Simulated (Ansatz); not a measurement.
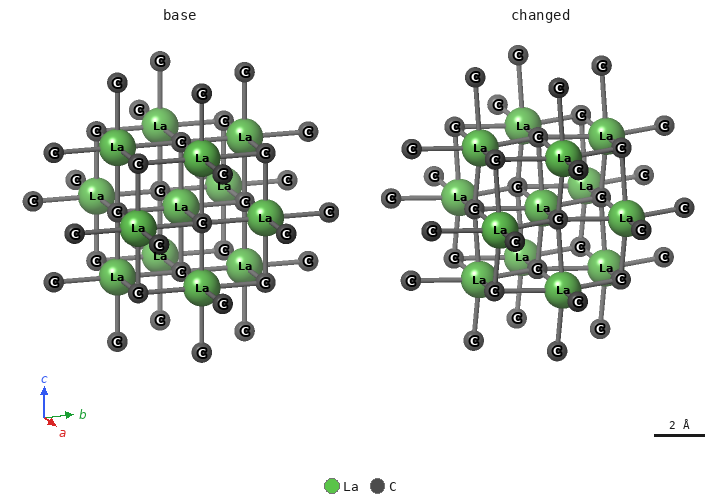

Left: solid LaC (built on the rocksalt type). Right: the same structure after one change, at the same scale. A ball-and-stick model of the conventional cell (4 times the calculation's cell), seen slightly off an axis. Lengths and directions refer to the drawn axes.

Theory: DFT r2SCAN, scalar-relativistic, plane waves, PAW (Ansatz 0.2.0). (plane-wave cutoff 500 eV; k-point mesh 12 × 12 × 12; occupations gaussian; smearing width 0.05 eV; no spin polarisation)

Which change leads from the left to the right?

Answer. The cell is strained by +1.9 % along [1 −1 −3], +0.3 % along [3 −2 2], −1.2 % roughly along [1 1 0] (volume +1.0 %) and atoms are displaced by 0.15 Å relative to the cell: C 0.15 Å along [−3 −2 2], La 0.15 Å along [3 2 −2]. No relaxation follows.

How do the computed properties respond?

Answer. Energy change: +4.3 meV per atom. Pressure: 0.0 GPa before, −1.0 GPa after. The principal stresses (compression positive) are 0.2 GPa along [0 1 −2], −0.6 GPa roughly along [2 3 2], −2.7 GPa along [3 −2 −1]. The largest forces, 0.26 eV/Å, act on La and C; on the C atom it points along [1 2 −3]. The forces mostly point back along the displacements (cosine −0.89). Near-neighbour distances before and after: C–La 2.722 → 2.520 to 2.936 Å. The space group (tolerance 0.01 Å) goes from Fm-3m (No. 225) to P1 (No. 1).
